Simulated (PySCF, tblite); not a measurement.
# C₆H₉OSi radical: geometry, infrared bands and EPR parameters

Wanted: the infrared bands and EPR parameters of C₆H₉OSi radical (`C#C/C(=C\C[CH2])O[SiH3]`), by calculation.

The runs use tblite 0.8.0 and PySCF 2.14.0, with density-fitted response routines of our own; the level of theory stands in each step. All values are computed, except where a source is named. Atoms are numbered from 0 throughout.

**1. Starting geometry**

17 atoms, charge 0, multiplicity 2; geometry from: force field or distance geometry start.

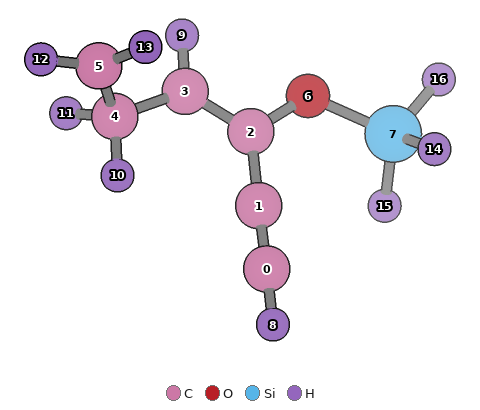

The starting geometry (carbon pink, oxygen red, silicon blue, hydrogen purple), atoms numbered; sticks join atoms by distance.

**2. Optimising the geometry with GFN2-xTB**

The job: settings as JSON, then the geometry in Å.

```
{"job": {"kind": "relax", "xc": "GFN2-xTB", "basis": "xTB"}, "charge": 0, "multiplicity": 2}
C      0.668500    -2.117100     1.310200
C      0.559000    -1.092600     0.669400
C      0.454900     0.110000    -0.069100
C     -0.752600     0.548700    -0.515600
C     -2.088700    -0.115000    -0.313700
C     -3.011300     0.747000     0.473100
O      1.551300     0.903600    -0.389600
Si     3.118500     0.573200     0.067300
H      0.748500    -3.019000     1.873200
H     -0.776800     1.467800    -1.073000
H     -2.017800    -1.092900     0.162100
H     -2.532600    -0.287000    -1.308000
H     -4.083000     0.651300     0.355000
H     -2.638100     1.282800     1.342900
H      3.230300     0.541100     1.545500
H      3.552400    -0.727600    -0.498100
H      4.010300     1.637700    -0.448300
```

Run with:

```bash
OMP_NUM_THREADS=1 python probes_run.py task.json out
```

The driver reads the jobs from task.json and runs them one after another.

Standard output:

```text
step      E/eV     max force
  0    -628.56401    1.513
  1    -628.60707    2.284
  2    -628.63679    2.042
  3    -628.67285    0.656
  4    -628.69010    0.395
  5    -628.70315    0.360
  6    -628.71351    0.324
  7    -628.73346    0.366
  8    -628.75174    0.375
  9    -628.76567    0.265
 10    -628.77255    0.208
 11    -628.77573    0.184
 12    -628.77856    0.120
 13    -628.78068    0.112
 14    -628.78190    0.078
 15    -628.78265    0.059
 16    -628.78318    0.065
 17    -628.78358    0.051
 18    -628.78383    0.042
 19    -628.78400    0.032
 20    -628.78416    0.035
 21    -628.78433    0.036
 22    -628.78449    0.030
 23    -628.78460    0.028
 24    -628.78468    0.024
 25    -628.78477    0.026
 26    -628.78487    0.027
 27    -628.78499    0.023
 28    -628.78509    0.022
 29    -628.78516    0.020
 30    -628.78524    0.024
 31    -628.78532    0.025
 32    -628.78540    0.026
 33    -628.78550    0.027
 34    -628.78562    0.028
 35    -628.78580    0.036
 36    -628.78602    0.039
 37    -628.78625    0.036
 38    -628.78647    0.045
 39    -628.78664    0.039
 40    -628.78676    0.027
 41    -628.78687    0.023
 42    -628.78696    0.028
 43    -628.78707    0.029
 44    -628.78719    0.029
 45    -628.78731    0.027
 46    -628.78743    0.036
 47    -628.78756    0.037
 48    -628.78770    0.026
 49    -628.78784    0.028
 50    -628.78798    0.029
 51    -628.78815    0.049
 52    -628.78837    0.060
 53    -628.78867    0.057
 54    -628.78897    0.043
 55    -628.78911    0.153
 56    -628.78955    0.053
 57    -628.78996    0.045
 58    -628.79108    0.079
 59    -628.79185    0.212
 60    -628.79414    0.108
 61    -628.79538    0.214
 62    -628.79713    0.189
 63    -628.79802    0.070
 64    -628.79843    0.147
 65    -628.79886    0.071
 66    -628.79923    0.069
 67    -628.80032    0.125
 68    -628.80120    0.151
 69    -628.80216    0.104
 70    -628.80273    0.118
 71    -628.80313    0.081
 72    -628.80362    0.070
 73    -628.80444    0.122
 74    -628.80515    0.112
 75    -628.80589    0.097
 76    -628.80666    0.088
 77    -628.80749    0.063
 78    -628.80832    0.084
 79    -628.80884    0.136
 80    -628.80785    0.271
 81    -628.81026    0.081
 82    -628.81090    0.061
 83    -628.81264    0.088
 84    -628.81319    0.097
 85    -628.81406    0.116
 86    -628.81473    0.068
 87    -628.81523    0.077
 88    -628.81594    0.084
 89    -628.81686    0.081
 90    -628.81802    0.087
 91    -628.81859    0.219
 92    -628.82234    0.230
 93    -628.83233    0.769
 94    -628.81628    1.665
 95    -628.84737    1.200
 96    -628.86738    1.202
 97    -629.01600    2.121
 98    -628.79636    3.316
 99    -629.03850    2.209
100    -629.08527    2.188
101    -629.15236    2.396
102    -629.30268    2.342
103    -629.20720    6.231
104    -629.66252    2.579
105    -629.74993    1.264
106    -629.76031    2.317
107    -629.80208    0.544
108    -629.80875    0.338
109    -629.81340    0.139
110    -629.81807    0.138
111    -629.82039    0.142
112    -629.82324    0.168
113    -629.82596    0.145
114    -629.82876    0.161
115    -629.83117    0.157
116    -629.83351    0.172
117    -629.83593    0.216
118    -629.83862    0.193
119    -629.84116    0.120
120    -629.84323    0.098
121    -629.84510    0.145
122    -629.84748    0.182
123    -629.85113    0.208
124    -629.85596    0.208
125    -629.86018    0.166
126    -629.86316    0.123
127    -629.86489    0.083
128    -629.86577    0.066
129    -629.86651    0.064
130    -629.86702    0.049
131    -629.86744    0.043
132    -629.86794    0.041
133    -629.86846    0.045
134    -629.86899    0.050
135    -629.86947    0.050
136    -629.87004    0.057
137    -629.87081    0.076
138    -629.87176    0.070
139    -629.87272    0.090
140    -629.87360    0.068
141    -629.87441    0.076
142    -629.87520    0.068
143    -629.87599    0.049
144    -629.87664    0.073
145    -629.87728    0.079
146    -629.87787    0.084
147    -629.87833    0.069
148    -629.87868    0.045
149    -629.87900    0.041
150    -629.87932    0.045
151    -629.87961    0.046
152    -629.87981    0.035
153    -629.87996    0.027
154    -629.88009    0.029
155    -629.88021    0.022
156    -629.88030    0.021
157    -629.88036    0.018
158    -629.88042    0.020
159    -629.88049    0.026
160    -629.88059    0.023
161    -629.88074    0.028
162    -629.88093    0.038
163    -629.88117    0.058
164    -629.88143    0.063
165    -629.88170    0.052
166    -629.88196    0.043
167    -629.88223    0.046
168    -629.88257    0.065
169    -629.88300    0.061
170    -629.88344    0.056
171    -629.88389    0.048
172    -629.88438    0.056
173    -629.88490    0.067
174    -629.88534    0.057
175    -629.88559    0.088
176    -629.88583    0.042
177    -629.88597    0.035
178    -629.88606    0.027
179    -629.88611    0.016
180    -629.88614    0.013
181    -629.88617    0.010
182    -629.88619    0.010
183    -629.88620    0.010
```

Wall time 1.3 s (1 thread of Arm Neoverse V1, shared host).

The steps of the relaxation: (not every step is listed)

| step | energy from step 0 (eV) | largest force (eV/Å) |
| --- | --- | --- |
| 0 | 0.0000 | 1.5127 |
| 1 | -0.0431 | 2.2836 |
| 2 | -0.0728 | 2.0423 |
| 3 | -0.1088 | 0.6560 |
| 4 | -0.1261 | 0.3950 |
| 5 | -0.1391 | 0.3601 |
| 6 | -0.1495 | 0.3242 |
| 7 | -0.1694 | 0.3664 |
| 8 | -0.1877 | 0.3753 |
| 25 | -0.2208 | 0.0258 |
| 42 | -0.2229 | 0.0276 |
| 59 | -0.2278 | 0.2125 |
| 76 | -0.2426 | 0.0885 |
| 93 | -0.2683 | 0.7685 |
| 110 | -1.2541 | 0.1381 |
| 127 | -1.3009 | 0.0825 |
| 144 | -1.3126 | 0.0729 |
| 161 | -1.3167 | 0.0285 |
| 178 | -1.3220 | 0.0268 |
| 179 | -1.3221 | 0.0159 |
| 180 | -1.3221 | 0.0127 |
| 181 | -1.3222 | 0.0105 |
| 182 | -1.3222 | 0.0102 |
| 183 | -1.3222 | 0.0099 |

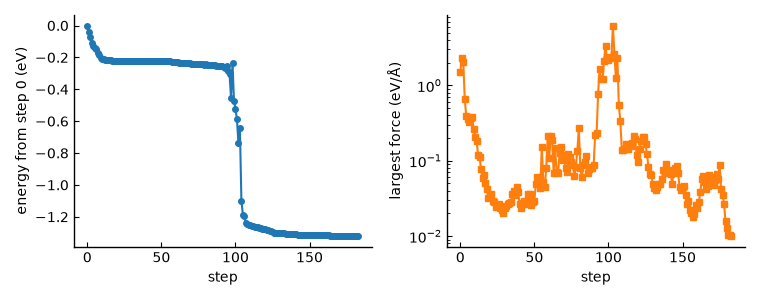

Energy and largest force along the relaxation.

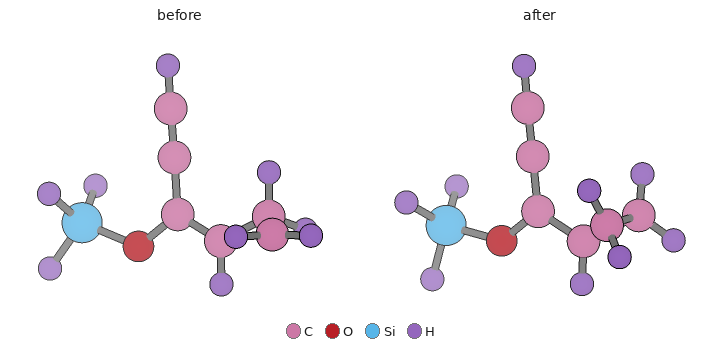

Before and after, at one scale.

Distances of close pairs at the start and the end, largest changes first:

| bond | before (Å) | after (Å) | change (Å) |
| --- | --- | --- | --- |
| C3–C5 | 2.474 | 1.513 | -0.960 |
| C2–C3 | 1.360 | 1.464 | +0.104 |
| C1–C2 | 1.415 | 1.374 | -0.041 |
| C2–O6 | 1.391 | 1.351 | -0.040 |
| O6–Si7 | 1.666 | 1.627 | -0.038 |
| Si7–H16 | 1.481 | 1.455 | -0.026 |
| C4–H11 | 1.102 | 1.079 | -0.023 |
| Si7–H15 | 1.483 | 1.464 | -0.019 |

The next job starts from the end point, and lists it.

**3. Infrared spectrum with GFN2-xTB**

The job: settings as JSON, then the geometry in Å.

```
{"job": {"kind": "ir", "xc": "GFN2-xTB", "basis": "xTB"}, "charge": 0, "multiplicity": 2}
C      0.447839    -1.964370     1.634842
C      0.361120    -0.983613     0.924033
C      0.274104     0.124990     0.116989
C     -1.009842     0.632597    -0.368929
C     -2.139396    -0.323006    -0.684838
C     -2.241469     0.564999     0.507769
O      1.369121     0.808898    -0.279596
Si     2.960293     0.624107     0.006323
H      0.506733    -2.812437     2.247983
H     -0.898644     1.501829    -1.005225
H     -1.954238    -1.372833    -0.516517
H     -2.753719    -0.110495    -1.546257
H     -2.925441     1.399327     0.478182
H     -2.126538     0.116523     1.482579
H      3.249801     0.744392     1.436621
H      3.426924    -0.681781    -0.463960
H      3.446355     1.742900    -0.786631
```

Standard output:

```text
mode    cm-1     km/mol
  1      43.2      0.52
  2      73.1      1.06
  3      93.7      0.45
  4     121.7      0.17
  5     124.5      0.19
  6     207.4      1.40
  7     270.5      0.42
  8     276.7      2.58
  9     340.7      0.47
 10     421.6     10.90
 11     520.8      1.29
 12     521.2      6.64
 13     591.0     69.01
 14     617.7     49.71
 15     678.8     10.18
 16     702.3     73.28
 17     742.1    216.66
 18     798.0    230.60
 19     805.2      4.86
 20     829.0    318.38
 21     853.0      2.02
 22     873.4    122.97
 23     906.3      1.15
 24     999.9     13.48
 25    1038.7      6.87
 26    1060.6      2.00
 27    1064.1     15.29
 28    1085.2      1.00
 29    1154.8      0.18
 30    1211.4    150.83
 31    1253.5     84.71
 32    1348.0     65.75
 33    1369.4     61.56
 34    1423.4      0.11
 35    1469.3      0.40
 36    2133.1      3.77
 37    2232.1    396.82
 38    2262.2    169.77
 39    2338.9    251.09
 40    3058.1     17.21
 41    3088.3     14.68
 42    3089.1     23.77
 43    3098.5      5.29
 44    3116.5     47.97
 45    3395.7      7.47
```

Run time: 0.59 s. Hardware: 1 thread of Arm Neoverse V1, shared host.

The strongest bands and the atoms that carry them (share of the mass-weighted mode):

| cm⁻¹ | km/mol | atoms |
| --- | --- | --- |
| 742 | 216.7 | H16 61 %, H15 17 %, H14 17 % |
| 798 | 230.6 | H14 33 %, H15 33 %, H16 27 % |
| 829 | 318.4 | H15 40 %, H14 39 %, H16 14 % |
| 873 | 123.0 | O6 30 %, C2 18 %, Si7 18 % |
| 1211 | 150.8 | H9 46 %, C2 22 %, O6 20 % |
| 2232 | 396.8 | H15 49 %, H14 47 % |
| 2262 | 169.8 | H14 50 %, H15 48 % |
| 2339 | 251.1 | H16 97 % |

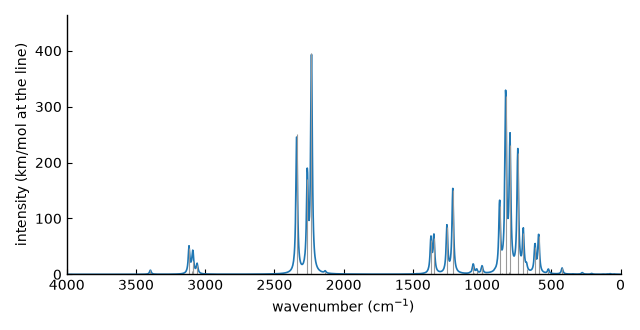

The infrared spectrum from these modes, unscaled. Lines are broadened to a width of 14 cm⁻¹ (Lorentzian).

The optimised geometry no longer has the bonds of the starting formula, so what follows describes that rearranged structure.

**4. g tensor and hyperfine couplings: B3LYP/pcH-1**

The job, as its differences from that of step 3:

```diff
@@ -1,2 +1,2 @@
-{"job": {"kind": "ir", "xc": "GFN2-xTB", "basis": "xTB"}, "charge": 0, "multiplicity": 2}
+{"job": {"kind": "epr", "basis": "pcH-1"}, "charge": 0, "multiplicity": 2}
 C      0.447839    -1.964370     1.634842
```

Method: UKS B3LYP, pcH-1 on C H O Si, non-relativistic, mean-field spin-orbit, GIAO.

Standard output:

```text
UKS, coarse grid
  cycle   1  E = -598.57699830  |g| = 5.41e-01
  cycle   2  E = -598.44439439  |g| = 8.17e-01
  cycle   3  E = -598.68113069  |g| = 1.23e-01
  cycle   4  E = -598.68650046  |g| = 4.57e-02
  cycle   5  E = -598.68739566  |g| = 1.97e-02
  cycle   6  E = -598.68756444  |g| = 9.74e-03
  cycle   7  E = -598.68761975  |g| = 3.55e-03
  cycle   8  E = -598.68763158  |g| = 1.47e-03
  cycle   9  E = -598.68763411  |g| = 6.02e-04
UKS, final grid
  cycle   1  E = -598.68762467  |g| = 7.20e-04
  cycle   2  E = -598.68762443  |g| = 1.16e-03
  cycle   3  E = -598.68762504  |g| = 2.58e-04
  cycle   4  E = -598.68762509  |g| = 1.28e-04
  cycle   5  E = -598.68762513  |g| = 7.15e-05
  cycle   6  E = -598.68762513  |g| = 1.37e-05
E = -598.68762513 Eh   <S^2> = 0.7636 (exact 0.7500)
g shifts (ppm)      1          2          3
  rmc          -180       -180       -180
  gc              1         38         38
  oz_so          16        819       1521
  total        -163        677       1379
hyperfine (MHz)  atom isotope    a_iso     a_fc   dipolar eigenvalues
    0   13C      37.79      37.87    -37.79    -28.92     66.71
    1   13C     -58.90     -58.91    -16.39     -1.87     18.26
    2   13C      60.26      60.31    -59.09    -58.37    117.47
    3   13C     -28.61     -28.62     -1.26     -0.12      1.38
    4   13C      28.28      28.28     -5.68     -5.44     11.12
    5   13C      29.60      29.60     -5.82     -5.59     11.41
    6   17O      -8.56      -8.57    -38.87     18.33     20.54
    7  29Si       2.79       2.78     -0.77      0.12      0.65
    8    1H     -36.60     -36.60    -17.49     -0.49     17.98
    9    1H       0.57       0.56     -3.16     -2.14      5.29
   10    1H      -3.90      -3.90     -4.01      0.10      3.91
   11    1H       5.13       5.13     -3.20     -1.16      4.37
   12    1H       5.16       5.16     -3.27     -1.17      4.44
   13    1H      -4.00      -4.00     -4.05      0.04      4.01
   14    1H       8.79       8.79     -1.67     -1.13      2.80
   15    1H       8.43       8.43     -1.69     -1.11      2.80
   16    1H      -2.53      -2.53     -1.82     -1.34      3.16
```

Wall time 99 s (1 thread of Arm Neoverse V1, shared host); peak memory 0.96 GiB.

Principal g values 2.00216, 2.00300, 2.00370; g(iso) = 2.00295, against 2.00232 for a free electron.

Hyperfine couplings, nucleus by nucleus at this fixed geometry (no averaging over rotations):

| nuclei | isotope | a(iso) (MHz) | a(iso) (G, at g = 2.0023) | largest dipolar term (MHz) |
| --- | --- | --- | --- | --- |
| C2 | 13C | 60.3 | 21.5 | 117.5 |
| C1 | 13C | -58.9 | -21.0 | 18.3 |
| C0 | 13C | 37.8 | 13.5 | 66.7 |
| H8 | 1H | -36.6 | -13.1 | 18.0 |
| C5 | 13C | 29.6 | 10.6 | 11.4 |
| C3 | 13C | -28.6 | -10.2 | 1.4 |
| C4 | 13C | 28.3 | 10.1 | 11.1 |
| H14 | 1H | 8.8 | 3.1 | 2.8 |
| O6 | 17O | -8.6 | -3.1 | -38.9 |
| H15 | 1H | 8.4 | 3.0 | 2.8 |
| H12 | 1H | 5.2 | 1.8 | 4.4 |
| H11 | 1H | 5.1 | 1.8 | 4.4 |
| H13 | 1H | -4.0 | -1.4 | -4.0 |
| H10 | 1H | -3.9 | -1.4 | -4.0 |

Mulliken spin populations:

C0 0.47; C1 -0.21; C2 0.63; C3 -0.06; C4 0.05; C5 0.05; O6 0.07; Si7 0.00; H8 -0.02; H9 0.00; H10 0.00; H11 0.00; H12 0.00; H13 0.00; H14 0.01; H15 0.01; H16 0.00

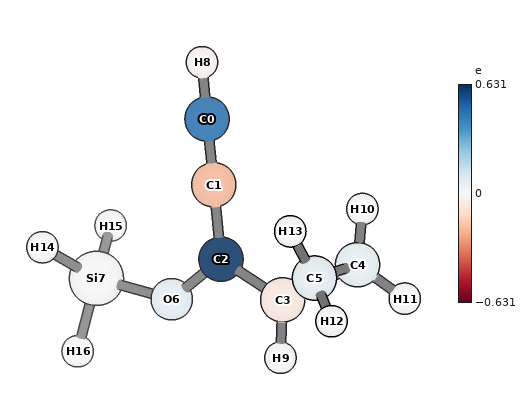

Mulliken spin populations, as colours on the atoms.

The fields below are evaluated on a grid from the run's orbitals.

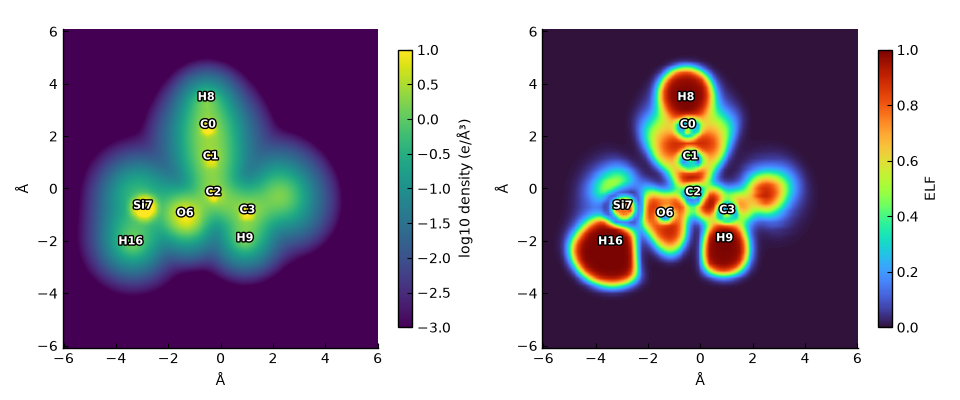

Density (left) and ELF (right) in a plane through or near 9 of the atoms.

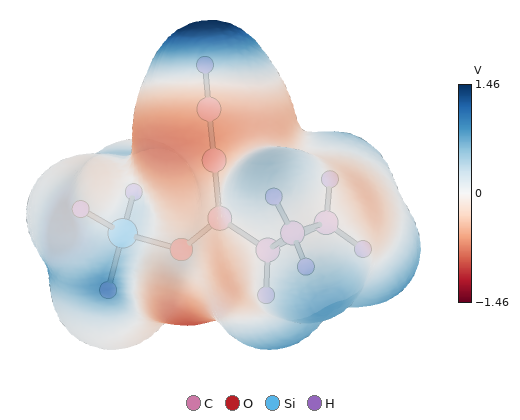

Electrostatic potential on the surface of density 0.002 e/bohr³; red is low, blue high. It runs from -0.78 V near O6 to 1.46 V near H8.

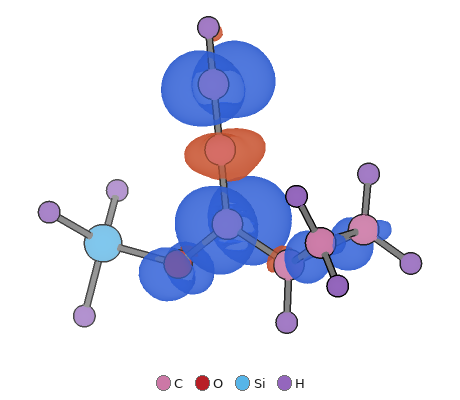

Spin density at ±0.03 e/Å³ (alpha excess blue, beta excess red).

**5. Results**

| quantity | value |
| --- | --- |
| strongest single infrared mode (GFN2-xTB) | 2232 cm⁻¹, 397 km/mol |
| zero-point energy (GFN2-xTB) | 76.8 kcal/mol |
| g(iso) (B3LYP) | 2.00295 |
| ⟨S²⟩ | 0.764 (exact 0.75) |
| largest a(iso) | 13C on C2, 60.3 MHz |
| potential on the surface of density 0.002 e/bohr³, 1st and 99th percentile | -0.78 V and 1.46 V |

In words: The optimisation took 183 steps and gained 1.322 eV; among the close pairs (by a distance rule), C3–C5 changed most, from 2.474 to 1.513 Å. The frame itself reshapes: C3···C5 goes from 2.47 to 1.51 Å. All 45 modes are real, so the xTB geometry is a minimum. The strongest single mode, at 2232 cm⁻¹, moves mainly H15 and H14. Unscaled tight-binding wavenumbers are off by several per cent, some by more. Its intensities can rank the bands wrongly. The structure rearranged or came apart on optimisation; the results belong to the end geometry, not to the formula as drawn. The largest spin populations lie on C2 (0.63 e), C0 (0.47 e). The isotropic g lies 0.6 ppt above the free-electron value. These values are for one conformer; the search (at its own cheap level) found 2 more, at 0.59, 0.63 kcal/mol, and measured spectra average over such forms.
